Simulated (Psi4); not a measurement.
**One shape, several levels: P2H2 (phosphanylidenephosphane)**

We compute a comparison of 6 runs (HF/STO-3G, B3LYP/6-31G*, PBE0/def2-SVP, wB97X/def2-SVPD, r2SCANh/def2-TZVPP, FNO-MP4/jun-cc-pV(D+d)Z) of P2H2 (phosphanylidenephosphane). 

The calculation is run with Psi4 1.11.

4 further runs of the same task are left out: 1 that didn't finish, 3 set aside as unsound or not needed.

### Step 1. The system as given

P2H2: 4 atoms, total charge 0, spin state singlet. As SMILES, `[H]/P=P/[H]`. The shape is that of a GFN2-xTB optimisation.

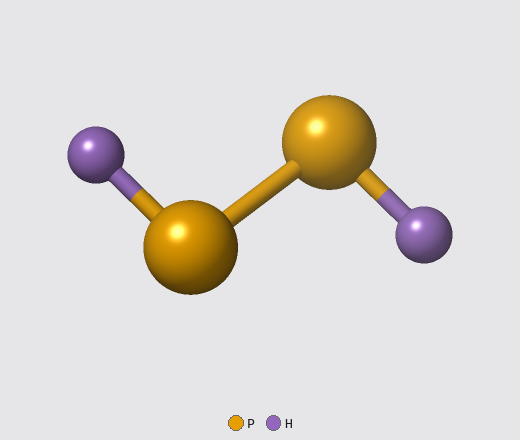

The structure, seen from a chosen angle (phosphorus amber, hydrogen purple).

### Step 2. Energy and gradient at HF/STO-3G (run 1)

input.in reads:

```
memory 1600 mb

molecule molecule1 {
  0 1
  P     -0.024370    -1.003630     0.088350
  P      0.024420     1.003540    -0.088260
  H      1.037260    -1.067570     1.003320
  H     -1.037310     1.067660    -1.003410
  units angstrom
  symmetry c1
  no_reorient
  no_com
}

set {
  puream true
  e_convergence 1e-09
  d_convergence 1e-08
  scf_type pk
}

gradient("hf/STO-3G")
```

Launch:

```bash
$ psi4 -n 1 input.in input.out
```

input.out:

```text
[...]
  Running in c1 symmetry.
[...]
  Nuclear repulsion =   76.759456495580409
[...]
  Multiplicity = 1
[...]
  Nalpha       = 16
  Nbeta        = 16
[...]
    Number of basis functions: 20
[...]
   @RHF iter   1:  -674.91297863113982   -1.45830e+00   3.97213e-03 DIIS/ADIIS
[...]
   @RHF iter   8:  -674.92023596608772   -2.95586e-12   2.54146e-09 DIIS
[...]
  @RHF Final Energy:  -674.92023596608772
   => Energetics <=
    Nuclear Repulsion Energy =             76.7594564955804088
    One-Electron Energy =               -1093.5164825090046179
    Two-Electron Energy =                 341.8367900473365353
    Total Energy =                       -674.9202359660877164
[...]
 Multipole Moments:
 ------------------------------------------------------------------------------------
     Multipole            Electronic (a.u.)      Nuclear  (a.u.)        Total (a.u.)
 ------------------------------------------------------------------------------------
 L = 1.  Multiply by 2.5417464519 to convert [e a0] to [Debye]
 Dipole X            :         -0.0012828            0.0013228            0.0000400
 Dipole Y            :          0.0023730           -0.0023811           -0.0000081
 Dipole Z            :         -0.0023359            0.0023811            0.0000451
 Magnitude           :                                                    0.0000608
[...]
  -Total Gradient:
     Atom            X                  Y                   Z
    ------   -----------------  -----------------  -----------------
       1       -0.009372753766    -0.039917098938    -0.003672095430
       2        0.009459476150     0.039900450664     0.003753189297
       3        0.007127552424     0.000799351552     0.006006957312
       4       -0.007214274808    -0.000782703274    -0.006088051180
[...]
```

It took 1.9 s on 1 thread of Intel Xeon Platinum 8259CL at 2.50GHz (Skylake/Cascade Lake), shared host; peak memory 0.18 GiB.

### Step 3. The energy at B3LYP/6-31G(d) (spherical functions) (run 2)

h2p2.xyz reads:

```xyz
4
H2P2
P     -0.024370    -1.003630     0.088350
P      0.024420     1.003540    -0.088260
H      1.037260    -1.067570     1.003320
H     -1.037310     1.067660    -1.003410
```

run.py reads:

```python
import numpy as np
from ase.calculators.psi4 import Psi4
from ase.io import read

a = read('h2p2.xyz')
calc = Psi4(atoms=a, method='b3lyp', basis='6-31G*', memory='1600MB', num_threads=1, charge=0, multiplicity=1, label='calc', reference='rks')
calc.psi4.set_options({'puream': True, 'e_convergence': 1e-09, 'd_convergence': 1e-08, 'scf_type': 'pk', 'dft_radial_points': 99, 'dft_spherical_points': 590})
a.calc = calc

print(f'energy: {a.get_potential_energy():.6f} eV')
```

Launch:

```bash
$ python run.py
```

calc.dat:

```text
[...]
  Running in c1 symmetry.
[...]
  Nuclear repulsion =   76.759456495580409
[...]
  Multiplicity = 1
[...]
  Nalpha       = 16
  Nbeta        = 16
[...]
    Number of basis functions: 40
[...]
   @RKS iter   1:  -683.82654320203176   -2.16236e-01   5.87453e-03 ADIIS/DIIS
[...]
   @RKS iter   9:  -683.87223612850823   -6.36646e-12   4.25861e-09 DIIS
[...]
  @RKS Final Energy:  -683.87223612850823
   => Energetics <=
    Nuclear Repulsion Energy =             76.7594564955804088
    One-Electron Energy =               -1097.7977549649576758
    Two-Electron Energy =                 375.2302612701681142
    DFT Exchange-Correlation Energy =     -38.0641989292990814
    Empirical Dispersion Energy =           0.0000000000000000
    VV10 Nonlocal Energy =                  0.0000000000000000
    Total Energy =                       -683.8722361285082343
[...]
 Multipole Moments:
 ------------------------------------------------------------------------------------
     Multipole            Electronic (a.u.)      Nuclear  (a.u.)        Total (a.u.)
 ------------------------------------------------------------------------------------
 L = 1.  Multiply by 2.5417464519 to convert [e a0] to [Debye]
 Dipole X            :          0.0001521           -0.0000937            0.0000585
 Dipole Y            :         -0.0001999            0.0001686           -0.0000312
 Dipole Z            :          0.0002235           -0.0001686            0.0000548
 Magnitude           :                                                    0.0000860
[...]
```

On the terminal:

```text
energy: -18609.111409 eV
```

It took 6 s on 1 thread of Intel Xeon Platinum 8259CL at 2.50GHz (Skylake/Cascade Lake), shared host; peak memory 0.46 GiB.

Runs 3 to 5 aren't shown in full; the table further down has their settings and results.

### Step 4. The energy at FNO-MP4/jun-cc-pV(D+d)Z (sfX2C, density fitting) (run 6)

calc.in reads:

```
memory 1600 MB

molecule m {
  P     -0.04605263    -1.89658583     0.16695730
  P      0.04614711     1.89641576    -0.16678723
  H      1.96013732    -2.01741492     1.89600002
  H     -1.96023181     2.01758499    -1.89617009
  units au
  no_reorient
  no_com
}

set scf_type df
set freeze_core true
set basis_guess 3-21G
set e_convergence 0.0001
set soscf true
set relativistic x2c

e_tot = energy('fno-mp4/jun-cc-pV(D+d)Z')
```

Launch:

```bash
$ psi4 -n 1 calc.in calc.out
```

calc.out:

```text
[...]
  Running in c1 symmetry.
[...]
  Nuclear repulsion =   76.759456443578571
[...]
  Multiplicity = 1
[...]
  Nalpha       = 16
  Nbeta        = 16
[...]
    Number of basis functions: 30
[...]
    WARNING: The X2C and Dirac Hamiltonians have substatially different eigenvalues!
             This is probably caused by the recontraction of the basis set.
[...]
   @DF-RHF iter   1:  -680.46809606662316   -3.76079e-01   4.25329e-03 ADIIS/DIIS
[...]
   @DF-RHF iter   5:  -684.08121849300176   -1.86446e-10   4.05711e-09 SOSCF, nmicro=conv
[...]
  @DF-RHF Final Energy:  -684.08121849300176
   => Energetics <=
    Nuclear Repulsion Energy =             76.7594564435785713
    One-Electron Energy =               -1098.9232449963319596
    Two-Electron Energy =                 338.0825700597516743
    Total Energy =                       -684.0812184930017565
[...]
 Multipole Moments:
 ------------------------------------------------------------------------------------
     Multipole            Electronic (a.u.)      Nuclear  (a.u.)        Total (a.u.)
 ------------------------------------------------------------------------------------
 L = 1.  Multiply by 2.5417464519 to convert [e a0] to [Debye]
 Dipole X            :         -0.0012779            0.0013227            0.0000448
 Dipole Y            :          0.0023474           -0.0023810           -0.0000336
 Dipole Z            :         -0.0023376            0.0023810            0.0000434
 Magnitude           :                                                    0.0000709
[...]
      * MP2 total energy:                   -684.320568850923
[...]
      * MP2 total energy:                   -684.320568850923
[...]
      * MP3 total energy:                   -684.351049367734
[...]
```

It took 7.5 s on 1 thread of Intel Xeon Platinum 8259CL at 2.50GHz (Skylake/Cascade Lake), shared host; peak memory 0.31 GiB.

### Step 5. All runs side by side

```
run                                             level      task         integration grid  energy (Eh)  dipole moment (D)  HOMO energy (eV)  LUMO energy (eV)  wall time
  1                                         HF/STO-3G  gradient                        –  -674.920236               0.00             -5.86              4.98      1.9 s
  2                B3LYP/6-31G* (spherical functions)    energy  99 radial × 590 angular  -683.872236               0.00             -7.15             -3.01        6 s
  3                                     PBE0/def2-SVP  gradient  99 radial × 590 angular  -683.401859               0.00             -7.36             -2.81      8.1 s
  4                                   wB97X/def2-SVPD    energy  99 radial × 590 angular  -683.653340               0.00             -9.67             -0.84      8.7 s
  5              r2SCANh/def2-TZVPP (density fitting)  gradient  75 radial × 302 angular  -683.841285               0.00             -6.93             -3.33       12 s
  6  FNO-MP4/jun-cc-pV(D+d)Z (sfX2C, density fitting)    energy                        –  -684.365617                  –             -9.71              0.10      7.5 s
```

### Step 6. Results

```
                                           quantity          value
                                run 6: total energy  -684.36562 Eh
         run 6: HOMO energy (Hartree–Fock orbitals)       -9.71 eV
         run 6: LUMO energy (Hartree–Fock orbitals)        0.10 eV
       run 6: HOMO–LUMO gap (Hartree–Fock orbitals)        9.81 eV
run 6: correlation energy (10 core orbitals frozen)     -284.4 mEh
```

**Reading.** Over runs 1, 2, 3, 4, 5 the HOMO–LUMO gap runs from 3.59 eV (r2SCANh/def2-TZVPP) to 10.84 eV (HF/STO-3G). The two ends differ in method and basis. Totals of different functionals can't be ranked against each other. Some runs of one species differ in core potentials or relativity; totals across that change don't compare. In run 1 the basis is minimal, so the values are rough. All runs together took 44 s, the longest 12 s.
